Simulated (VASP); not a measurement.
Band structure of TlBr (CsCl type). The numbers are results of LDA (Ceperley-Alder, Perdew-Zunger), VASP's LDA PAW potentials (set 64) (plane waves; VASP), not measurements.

Unless said otherwise, spin-orbit coupling is left out, though it shifts the bands of the heavy elements here.

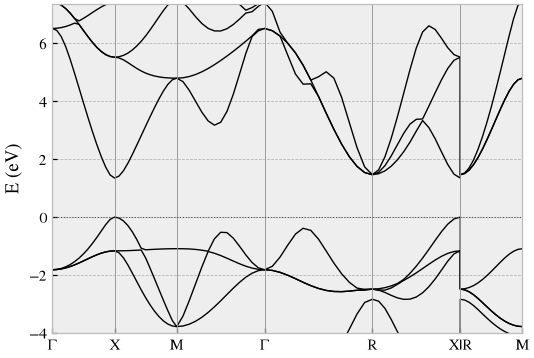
*Bands along high-symmetry lines, zero at the valence-band maximum or, without a gap, the Fermi level*

### Question
Read the plot: is there a gap, and where are the band edges?

### Answer
The gap is direct, 1.35 eV, from the valence maximum at X to the conduction minimum at X. (Edges off the drawn lines would not show.)

The compound is TlBr in the CsCl type structure. It was relaxed first, which changed the volume by -11 %.
